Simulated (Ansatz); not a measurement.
# Heat carried by phonons in CeO2 (Fm-3m)

Aim: the lattice thermal conductivity of CeO2 against temperature, and which phonons carry it.

Experimental results on record:
- thermal conductivity 10.8 W/m/K near room temperature (given in “Predicting the lattice thermal conductivity of solids by solving the Boltzmann transport equation: AFLOW - AAPL an automated, accurate and efficient framework”, 2017, arXiv:1611.05481)

Program: Ansatz 0.2.0. Level of theory: DFT r2SCAN, scalar-relativistic, plane waves, PAW. Results are calculated unless marked as measured.

### Step 1. The structure

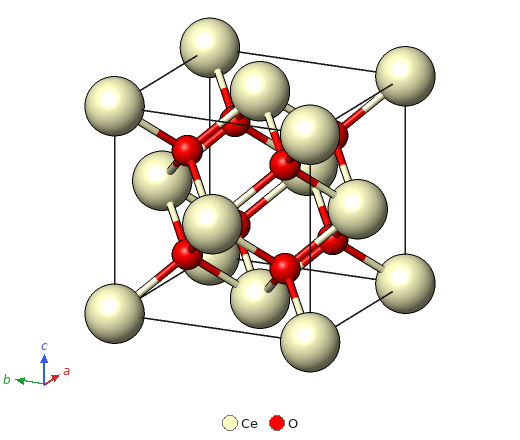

The starting structure, seen from a free direction (cerium light yellow, oxygen red). This picture shows the conventional cell, with its axes. Some periodic images of atoms are drawn too.

Coordinates:

```cif
data_structure
_symmetry_space_group_name_H-M 'Fm-3m'
_symmetry_Int_Tables_number 225
_cell_length_a 5.4073
_cell_length_b 5.4073
_cell_length_c 5.4073
_cell_angle_alpha 90.000
_cell_angle_beta 90.000
_cell_angle_gamma 90.000
_cell_volume 158.10
loop_
_atom_site_label
_atom_site_type_symbol
_atom_site_symmetry_multiplicity
_atom_site_Wyckoff_symbol
_atom_site_fract_x
_atom_site_fract_y
_atom_site_fract_z
_atom_site_occupancy
Ce1 Ce 4 a 0.00000 0.00000 0.00000 1
O1 O 8 c 0.25000 0.75000 0.75000 1
```

### Step 2. A first coarse run

Before spending time, one coarse run tells the gap and the pressure of the starting cell.

Input file input.yaml:

```yaml
crystal:
  lattice:
    - [0.0, 2.70365, 2.70365]
    - [2.70365, 0.0, 2.70365]
    - [2.70365, 2.70365, 0.0]
  atoms:
    - { symbol: Ce, position: [0.0, 0.0, 0.0] }
    - { symbol: O, position: [0.25, 0.25, 0.25] }
    - { symbol: O, position: [0.75, 0.75, 0.75] }
kpoints:
  mp_grid: { grid: [6, 6, 6] }
hamiltonian:
  xc: r2scan
scf:
  occupations: { method: gaussian, width: 0.1 }
output:
  forces: true
  stress: true
  eigenvalues: true
```

On the command line:

```sh
$ ansatz run input.yaml --threads 18 --pin off --max-ram 92160MiB --backend cuda --events-out ev --progress --plain --runs-dir out
```

Numbers of over 12 decimals in the logs are rounded to 6 here.

The log of the run:

```text
band count auto-derived: 22 (N_el = 24.0; filled up to band 12; 16 by the electrons, moments and atoms)
Engine: ansatz 0.2.0, aarch64-unknown-linux-gnu
Pseudopotentials: kind: paw
Pseudopotential: Ce, paw, valence charge 12, recommended cutoff 500 eV (meta_gga), Ce.paw.azcp
Pseudopotential: O, paw, valence charge 6, recommended cutoff 500 eV (meta_gga), O.paw.azcp
Functional definition: r2SCAN
  parameter k0 = 0.174
  parameter k1 = 0.065
  parameter a1 = 4.9479
  exchange = r2scan_x(k0 = k0, k1 = k1, a1 = a1)
  correlation = r2scan_c
device memory: the entry about to start is reckoned to put 1.0 GiB on a device that reports 182.5 GiB free
GPU FFT provider: cuFFT
GPU libraries: cuBLAS 13.8.1, cuFFT 12.4.0, cuSOLVER 12.3.2
GPU matrix products: emulated (plane waves: as basis.precision tells), large ones in fixed point in workspaces of 1.00 GiB
Crystal: 3 atoms, lattice volume = 39.526 Å³
Basis set: ecut = 500 eV, 965 PW (Γ), exchange–correlation on 120×120×120 points (64 copies of the dense FFT grid, shifted against one another)
Bands: 22, of which v1, the nominal top of the filled ones, is band 12 counted from 1 (11 counted from 0)
Symmetry: 48 space group operations
Space group: Fm-3m (ITA 225), of the structure as read, at distance tolerance 3.4e-5 Å
k-points: 16 of 216
Non-local potential: Ce, projectors of the file, l = 0: 3, l = 1: 2, l = 2: 2, l = 3: 3
Non-local potential: O, projectors of the file, l = 0: 2, l = 1: 2, l = 2: 1
PAW form: soft (Blöchl's): semilocal exchange-correlation on the pseudo side does not see the compensation charge
PAW frozen core: Ce, regenerated for the run's functional (the file was generated under x = pbe(κ = 0.804, μ = 0.219515), c = pbe(β = 0.066725))
PAW frozen core: O, regenerated for the run's functional (the file was generated under x = pbe(κ = 0.804, μ = 0.219515), c = pbe(β = 0.066725))
PAW one-centre angular grid: Ce, 2702 points (default); XC on 160 Gauss nodes
PAW one-centre angular grid: O, 302 points (default); XC on 160 Gauss nodes
Initial density: superposition of atomic densities (chi_scale 0.1, normalization cell, long waves kept (reshape's long-wave potential 0.00 eV rms))
Initial wavefunctions: pseudopotential atomic-orbital guess
GPU buffer pool allocated for 27000 grid points (all kernels)
GPU transforms: local potential: pruned to the plane-wave sphere, on 27×27×27; band sums: pruned to the plane-wave sphere, on 30×30×30
Functional: x = r2scan, c = r2scan; τ floored in thin density (d = 2e-4 eV/Å³)
SCF iter   1: F=—  HF=-7735.918941 eV  |F-HF|=—  |Δ(HF+E_count)|=         —  Δρ=1.80e-1  dr2=6.06e0  dr2_τ=2.90e-1  ethr=3.10e-3  ⟨swp⟩=4.4  Hψ=1464  notcnv=0
preconditioner: auto → none  [insulator: Δε(μ)=6.207 eV  Ē_g=15.953 eV  σ=0.100 eV  W_gap=1.00  n_scr=14 (ndim 8)  ℏωp=27.7 eV  f_vac=0.002  D(μ)=0.00/eV (n_scr^D=0)  ε∞_Penn≈4.0]
SCF iter   2: F=—  HF=-7733.100898 eV  |F-HF|=—  |Δ(HF+E_count)|=    2.82e0  Δρ=8.95e-2  dr2=1.22e0  dr2_τ=4.92e-1  ethr=3.10e-3  ⟨swp⟩=4.0  Hψ=1029  notcnv=0  defer=48
SCF iter   3: F=—  HF=-7732.908302 eV  |F-HF|=—  |Δ(HF+E_count)|=   1.93e-1  Δρ=4.19e-2  dr2=2.79e-1  dr2_τ=8.06e-2  ethr=3.10e-3  ⟨swp⟩=2.0  Hψ=612  notcnv=0  defer=48
SCF iter   4: F=—  HF=-7732.809820 eV  |F-HF|=—  |Δ(HF+E_count)|=   9.85e-2  Δρ=1.21e-2  dr2=1.03e-2  dr2_τ=7.66e-3  ethr=1.16e-3  ⟨swp⟩=2.8  Hψ=766  notcnv=0  defer=48
SCF iter   5: F=—  HF=-7732.813160 eV  |F-HF|=—  |Δ(HF+E_count)|=   3.34e-3  Δρ=2.25e-3  dr2=3.51e-4  dr2_τ=3.42e-4  ethr=4.31e-5  ⟨swp⟩=2.5  Hψ=460  notcnv=0  defer=48
SCF iter   6: F=—  HF=-7732.813336 eV  |F-HF|=—  |Δ(HF+E_count)|=         —  Δρ=2.00e-3  dr2=1.07e-3  dr2_τ=5.71e-5  ethr=1.46e-6  ⟨swp⟩=2.8  Hψ=505  notcnv=0  defer=48
Mixer restart at iter 6: flushing history
iteration 6: the lowest order of the open f orbitals that was found in this iteration's bands is taken; no other order was found there
SCF iter   7: F=—  HF=-7732.812288 eV  |F-HF|=—  |Δ(HF+E_count)|=   1.05e-3  Δρ=1.19e-3  dr2=4.84e-4  dr2_τ=1.00e-4  ethr=1.46e-6  ⟨swp⟩=2.1  Hψ=657  notcnv=0  defer=48
SCF iter   8: F=—  HF=-7732.813141 eV  |F-HF|=—  |Δ(HF+E_count)|=         —  Δρ=1.24e-3  dr2=5.68e-4  dr2_τ=5.66e-5  ethr=1.46e-6  ⟨swp⟩=2.0  Hψ=528  notcnv=0  defer=48
Mixer restart at iter 8: flushing history
SCF iter   9: F=—  HF=-7732.812555 eV  |F-HF|=—  |Δ(HF+E_count)|=   5.85e-4  Δρ=1.43e-3  dr2=7.05e-4  dr2_τ=1.01e-4  ethr=1.46e-6  ⟨swp⟩=2.0  Hψ=636  notcnv=0  defer=48
SCF iter  10: F=—  HF=-7732.812443 eV  |F-HF|=—  |Δ(HF+E_count)|=   1.12e-4  Δρ=1.25e-4  dr2=2.89e-6  dr2_τ=6.94e-7  ethr=1.46e-6  ⟨swp⟩=2.0  Hψ=509  notcnv=0  defer=48
SCF iter  11: F=—  HF=-7732.812400 eV  |F-HF|=—  |Δ(HF+E_count)|=   4.32e-5  Δρ=6.73e-5  dr2=1.72e-6  dr2_τ=7.63e-8  ethr=1.20e-8  ⟨swp⟩=2.8  Hψ=559  notcnv=0  defer=48
SCF iter  12: F=—  HF=-7732.812390 eV  |F-HF|=—  |Δ(HF+E_count)|=   9.97e-6  Δρ=5.84e-5  dr2=1.44e-6  dr2_τ=5.60e-8  ethr=7.17e-9  ⟨swp⟩=3.4  Hψ=656  notcnv=0  defer=48
SCF iter  13: F=—  HF=-7732.812385 eV  |F-HF|=—  |Δ(HF+E_count)|=   4.91e-6  Δρ=1.09e-5  dr2=3.43e-8  dr2_τ=2.15e-9  ethr=5.99e-9  ⟨swp⟩=2.0  Hψ=544  notcnv=0  defer=48
SCF iter  14: F=-7732.812385 eV  HF=-7732.812385 eV  |F-HF|=9.26e-10  |Δ(HF+E_count)|=   4.68e-8  Δρ=2.24e-6  dr2=1.31e-9  dr2_τ=1.27e-10  ethr=1.43e-10  ⟨swp⟩=8.4  Hψ=1955  notcnv=0
SCF 1 converged in 14 iterations: F = -7732.812385 eV  dr2 = 1.31e-9
  greatest PAW one-centre occupation: 0.956 electrons in one spin orbital (limit 2), on the Ce atom at site 0 (counted from 0), in its partial waves of l = 0
SCF converged after 14 iterations
Free energy (F): -7732.812385 eV
Harris-Foulkes:  -7732.812385 eV  (|F-HF|=9.26e-10)
Internal energy: -7732.812385 eV  (E = F + TS)
E sigma→0 (E₀):  -7732.812385 eV
Fermi energy:    12.047993 eV
--- Per-component energies (eV) ---
  E_band       = 15.085941
  E_kinetic    = 745.074242
  E_local      = -917.044644  (includes V_loc(G=0)·N_el)
  E_nonlocal   = 24.380532
  E_hartree    = 328.108194
  E_xc         = -376.946786
  E_vxc        = -504.055684  (∫ρ·V_xc dr)
  E_paw        = -5805.788728  (= ΣΔE_a)
  E_vpaw       = -18.510863  (= ΣTr[D̂ρ^β])
  E_aug_tail   = 0.002154  (compensation charges beyond the density's cutoff)
  E_vtau       = 29.022799  (kinetic-family band-sum trace: ∫τ·v_τ [+ j·A + Jᵃ·Aᵃ] dr)
  E_ewald      = -1730.615845
  E_core_change = 0.018495  (= ΣΔE_core)
  E_smearing   = -0.000000  (= −TS)
  E_closure    = -0.000000  (closes the sum)
  Σ components = -7732.812385   (vs F -7732.812385, Δ=0.00e0)
--- Forces (eV/Å), atoms counted from 1 ---
  atom   1  Ce    -0.00000000     0.00000000    -0.00000000
  atom   2  O      0.00000000    -0.00000000     0.00000000
  atom   3  O      0.00000000    -0.00000000    -0.00000000
  max |Σ_I F_I| component: 3.70e-17 eV/Å
--- Stress (GPa, compression-positive) ---
        3.305022      -0.000000      -0.000000
       -0.000000       3.305022       0.000000
       -0.000000      -0.000000       3.305022
  P = ⅓ Tr σ = 3.3050 GPa (33.050 kbar)
--- Band table (eV; the first three rows and the last of 16) ---
  k-point 0: bands = [... 8 lower, 6.9820, 10.3523, 10.3523, 10.3523, 13.6526, 13.6526, 13.6526, 13.8151, ... 6 higher]
  k-point 1: bands = [... 8 lower, 7.6657, 10.1263, 10.2574, 10.2574, 13.6202, 13.6202, 13.6550, 13.8478, ... 6 higher]
  k-point 2: bands = [... 8 lower, 8.9765, 9.8620, 10.1556, 10.1556, 13.5112, 13.5185, 13.5185, 13.6597, ... 6 higher]
  k-point 15: bands = [... 8 lower, 9.8068, 9.9811, 10.1776, 10.2914, 13.3281, 13.4251, 13.4714, 13.6036, ... 6 higher]
```

Run time: 2.2 s. Hardware: 1 × NVIDIA GB200 with 18 threads of Arm Neoverse V2, shared host; peak memory 1.1 GiB; 5.3 s of CPU time.

Numbers from this step:

```
pressure          : 3.305 GPa
gap on the k-mesh : 2.380 eV
volume per atom   : 13.18 Å³/atom
```

The start is under 3.3 GPa at this level and looks like an insulator or semiconductor on this mesh.

### Step 3. Relaxation

Phonons are second derivatives about a minimum, so cell and atoms are relaxed first, inside the symmetry of the start.

input.yaml, the sections that differ from step 2:

```yaml
kpoints:
  mp_grid: { grid: [10, 10, 10] }
scf:
  occupations: { method: gaussian, width: 0.02 }
relax:
  adjacent_minimum: "off"
  f_tol: 0.005
  max_steps: 80
  cell: { stress_tol: 0.05 }
# crystal, hamiltonian, output: as in step 2
```

The log of the run:

```text
[...]
this run first makes a single point of its starting geometry, whose open f shells choose their order, for its own SCFs to start from. `scf.lower_state_search: off` leaves that single point out
[...]
Crystal: 3 atoms, lattice volume = 39.526 Å³
Basis set: ecut = 500 eV, 965 PW (Γ), exchange–correlation on 120×120×120 points (64 copies of the dense FFT grid, shifted against one another)
Bands: 22, of which v1, the nominal top of the filled ones, is band 12 counted from 1 (11 counted from 0)
Symmetry: 48 space group operations
[...]
k-points: 47 of 1000
[...]
SCF iter   1: F=—  HF=-7735.918770 eV  |F-HF|=—  |Δ(HF+E_count)|=         —  Δρ=1.80e-1  dr2=6.06e0  dr2_τ=2.90e-1  ethr=3.10e-3  ⟨swp⟩=4.0  Hψ=4550  notcnv=0
[...]
SCF iter   2: F=—  HF=-7733.101248 eV  |F-HF|=—  |Δ(HF+E_count)|=    2.82e0  Δρ=8.95e-2  dr2=1.22e0  dr2_τ=4.92e-1  ethr=3.10e-3  ⟨swp⟩=4.0  Hψ=2993  notcnv=0  defer=141
[...]
SCF iter   6: F=—  HF=-7732.813341 eV  |F-HF|=—  |Δ(HF+E_count)|=         —  Δρ=2.01e-3  dr2=1.09e-3  dr2_τ=5.96e-5  ethr=1.45e-6  ⟨swp⟩=2.0  Hψ=1925  notcnv=0  defer=141
[...]
SCF iter   9: F=—  HF=-7732.812524 eV  |F-HF|=—  |Δ(HF+E_count)|=   5.82e-4  Δρ=1.41e-3  dr2=6.87e-4  dr2_τ=9.90e-5  ethr=1.45e-6  ⟨swp⟩=2.0  Hψ=1929  notcnv=0  defer=141
[...]
SCF iter  14: F=-7732.812360 eV  HF=-7732.812360 eV  |F-HF|=7.15e-10  |Δ(HF+E_count)|=   3.08e-8  Δρ=2.19e-6  dr2=1.08e-9  dr2_τ=1.29e-10  ethr=1.07e-10  ⟨swp⟩=1.0  Hψ=2798  notcnv=0
SCF 1 converged in 14 iterations: F = -7732.812360 eV  dr2 = 1.08e-9
[...]
SCF 2 converged in 2 iterations: F = -7732.812360 eV  dr2 = 2.55e-10
relax step   1: F+E_penalty+E_count = -7732.81235980 eV  Δ(F+E_penalty+E_count) = +0.000e0 eV  max|allowed force component| = 1.388e-17 eV/Å  Δτ_max = 0.0000 Å  P = +3.305 GPa  Ω = 39.526 Å³  (2 SCF iters, dr2 threshold 1.00e-7 eV, accepted)
[...]
SCF 3 converged in 7 iterations: F = -7732.814657 eV  dr2 = 5.55e-8
relax step   2: F+E_penalty+E_count = -7732.81465710 eV  Δ(F+E_penalty+E_count) = -2.297e-3 eV  max|allowed force component| = 1.342e-16 eV/Å  Δτ_max = 0.0000 Å  P = -2.331 GPa  Ω = 40.697 Å³  energy of the carried Pulay correction = -7.250e-4 eV  (7 SCF iters, dr2 threshold 3.00e-7 eV, accepted)
[...]
SCF 4 converged in 8 iterations: F = -7732.818685 eV  dr2 = 1.72e-8
relax step   3: F+E_penalty+E_count = -7732.81868544 eV  Δ(F+E_penalty+E_count) = -4.028e-3 eV  max|allowed force component| = 1.465e-16 eV/Å  Δτ_max = 0.0000 Å  P = -0.067 GPa  Ω = 40.204 Å³  energy of the carried Pulay correction = -4.225e-4 eV  (8 SCF iters, dr2 threshold 3.00e-7 eV, accepted)
[...]
relax step   4: F+E_penalty+E_count = -7732.81869727 eV  Δ(F+E_penalty+E_count) = -1.183e-5 eV  max|allowed force component| = 9.252e-17 eV/Å  Δτ_max = 0.0000 Å  P = +0.001 GPa  Ω = 40.190 Å³  energy of the carried Pulay correction = -4.137e-4 eV  (6 SCF iters, dr2 threshold 1.12e-8 eV, accepted)
[...]
SCF iter   1: F=—  HF=-7732.819140 eV  |F-HF|=—  |Δ(HF+E_count)|=         —  Δρ=1.72e-4  dr2=2.98e-7  dr2_τ=7.50e-7  ethr=4.82e-8  ⟨swp⟩=4.6  Hψ=8105  notcnv=0
[...]
SCF iter   2: F=—  HF=-7732.819119 eV  |F-HF|=—  |Δ(HF+E_count)|=   2.11e-5  Δρ=8.63e-5  dr2=8.96e-8  dr2_τ=1.43e-6  ethr=1.24e-9  ⟨swp⟩=2.0  Hψ=1594  notcnv=0
[...]
SCF iter   6: F=-7732.819112 eV  HF=-7732.819112 eV  |F-HF|=5.55e-11  |Δ(HF+E_count)|=   3.24e-9  Δρ=1.55e-7  dr2=6.11e-12  dr2_τ=5.32e-13  ethr=1.00e-12  ⟨swp⟩=7.0  Hψ=4931  notcnv=0
SCF 6 converged in 6 iterations: F = -7732.819112 eV  dr2 = 6.11e-12
relax step   5: F+E_penalty+E_count = -7732.81911231 eV  Δ(F+E_penalty+E_count) = -4.150e-4 eV  max|allowed force component| = 9.252e-17 eV/Å  Δτ_max = 0.0000 Å  P = -0.007 GPa  Ω = 40.190 Å³  stress off target by 6.53e-3 GPa  SCF on the basis re-selected at this cell (its energy is not comparable with the rows above)  (6 SCF iters)
basis re-selected at this cell: Δ(F+E_penalty+E_count) = -4.150e-4 eV, ΔP = -0.008 GPa vs the last step (what re-selecting the basis moved, of the pressure what is left beyond the Pulay correction that the steps carried, after the strain that the cell walked since its last selection, with what the two solves' SCF thresholds leave and, on support functions, any second-order correction that the steps lacked; it is no m [...]
SCF converged after 6 iterations
Free energy (F): -7732.819112 eV
[...]
Internal energy: -7732.819112 eV  (E = F + TS)
E sigma→0 (E₀):  -7732.819112 eV
Fermi energy:    11.786809 eV
[...]
--- Stress (GPa, compression-positive) ---
       -0.006532       0.000000      -0.000000
        0.000000      -0.006532       0.000000
       -0.000000       0.000000      -0.006532
  P = ⅓ Tr σ = -0.0065 GPa (-0.065 kbar)
--- Band table (eV; the first three rows and the last of 47) ---
  k-point 0: bands = [... 8 lower, 6.8104, 10.1074, 10.1074, 10.1074, 13.3081, 13.3081, 13.3081, 13.4552, ... 6 higher]
  k-point 1: bands = [... 8 lower, 7.0644, 10.0137, 10.0690, 10.0690, 13.2987, 13.2987, 13.3089, 13.4684, ... 6 higher]
  k-point 2: bands = [... 8 lower, 7.7202, 9.8108, 9.9823, 9.9823, 13.2610, 13.2610, 13.3112, 13.4864, ... 6 higher]
  k-point 46: bands = [... 8 lower, 9.5685, 9.6887, 9.9607, 10.0353, 12.9813, 13.0966, 13.1287, 13.3081, ... 6 higher]
--- Relaxed structure (4 steps of the walk, 4 accepted, 1 SCFs on fresh bases) ---
  F+E_penalty+E_count = -7732.81911231 eV   max|allowed force component| = 9.252e-17 eV/Å   (the final SCF, on the basis selected at the relaxed cell)
  cell:  # Å, volume = 40.1900 Å³
    - [0.0, 2.718708, 2.718708]
    - [2.718708, 0, 2.718708]
    - [2.718708, 2.718708, 0]
  atoms:
    - { symbol: Ce, position: [0, 0, 0] }
    - { symbol: O, position: [0.25, 0.25, 0.25] }
    - { symbol: O, position: [0.750000, 0.750000, 0.750000] }
```

The job ended after 6.3 s (1 × NVIDIA GB200 with 18 threads; peak memory 1.1 GiB; 17 s of CPU time).

Relaxation path:

```csv
step,energy less that of the first step (eV),largest force component (eV/Å),pressure (GPa),volume (Å³)
1,0.0000,0.0000,3.31,39.53
2,-0.0023,0.0000,-2.33,40.70
3,-0.0063,0.0000,-0.07,40.20
4,-0.0063,0.0000,0.00,40.19
5*,-0.0068,0.0000,-0.01,40.19
```

Relaxation steps marked * repeat the geometry before them on a plane-wave basis chosen anew for their cell, so energy and pressure can jump there.

Forces are held to the 48 operations that the run works with; a distortion that breaks them can't arise in this run.

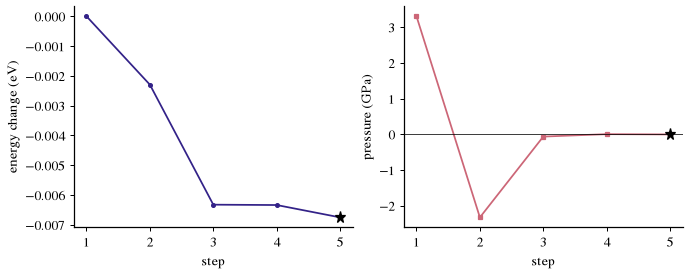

Energy and pressure along the relaxation. Stars mark steps on a basis chosen anew.

```csv
"conventional cell, symmetrised",before,after,change
a (Å),5.407,5.437,+0.6 %
b (Å),5.407,5.437,+0.6 %
c (Å),5.407,5.437,+0.6 %
volume (Å³/atom),13.18,13.40,+1.7 %
```

The relaxed structure:

```
Ce O
1.0
     0.00000    2.71871    2.71871
     2.71871    0.00000    2.71871
     2.71871    2.71871    0.00000
Ce O
1 2
Direct
  0.00000 0.00000 0.00000
  0.25000 0.25000 0.25000
  0.75000 0.75000 0.75000
```

Numbers from this step:

- pressure: -0.006532 GPa
- gap on the k-mesh: 2.234 eV
- volume per atom: 13.40 Å³/atom

The relaxation ends with a pressure of -0.01 GPa.

### Step 4. Relaxing to small residual forces and stress

The relaxation is repeated with tighter thresholds on force and stress, since phonons are sensitive to what is left; a change of mesh or smearing in the input moves the cell too.

Input file input.yaml:

```yaml
crystal:
  lattice:
    - [0.0, 2.7187077437, 2.7187077437]
    - [2.7187077437, 0.0, 2.7187077437]
    - [2.7187077437, 2.7187077437, 0.0]
  atoms:
    - { symbol: Ce, position: [0.0, 0.0, 0.0] }
    - { symbol: O, position: [0.25, 0.25, 0.25] }
    - { symbol: O, position: [0.75, 0.75, 0.75] }
kpoints:
  mp_grid: { grid: [12, 12, 12] }
hamiltonian:
  xc: r2scan
scf:
  occupations: { method: fixed }
output:
  forces: true
  stress: true
  eigenvalues: true
relax:
  adjacent_minimum: "off"
  f_tol: 0.001
  max_steps: 60
  cell: { stress_tol: 0.01 }
```

The log of the run:

```text
[...]
GPU FFT provider: cuFFT
GPU libraries: cuBLAS 13.8.1, cuFFT 12.4.0, cuSOLVER 12.3.2
[...]
Crystal: 3 atoms, lattice volume = 40.190 Å³
Basis set: ecut = 500 eV, 965 PW (Γ), exchange–correlation on 120×120×120 points (64 copies of the dense FFT grid, shifted against one another)
[...]
--- Relaxed structure (1 steps of the walk, 1 accepted, 1 SCFs on fresh bases) ---
[...]
cell:  # Å, volume = 40.1900 Å³
    - [0.0, 2.7187077437, 2.7187077437]
    - [2.7187077437, 0.0, 2.7187077437]
    - [2.7187077437, 2.7187077437, 0.0]
  atoms:
    - { symbol: Ce, position: [0.0, 0.0, 0.0] }
    - { symbol: O, position: [0.25, 0.25, 0.25] }
    - { symbol: O, position: [0.75, 0.75, 0.75] }
[key lines of the parts left out:]
SCF converged after 6 iterations
Free energy (F): -7732.819094 eV
Fermi energy:    10.699961 eV
P = ⅓ Tr σ = -0.0060 GPa (-0.060 kbar)
```

Wall time 2.3 s (1 × NVIDIA GB200 with 18 threads); peak memory 1.1 GiB.

Little changed from the start: no atom moved by 0.005 Å and no cell edge by 0.1 %.

This step gave:

```
pressure          : -0.006008 GPa
gap on the k-mesh : 2.204 eV
```

The residual pressure is -0.0060 GPa, small enough for phonons.

(Part 1 of 2 ends here.)

[Logs are printed without paths, hosts, clocks, repeated set-up lines and the standing remarks that a program may print on its own settings, such as how far it seeks lower states.]

[Hosts, paths, dates, database ids (printed as entryN), source tags and the programs' standing remarks are cut or masked in the printed files.]

[A step with changed settings may run another functional than the one named; its input shows which.]
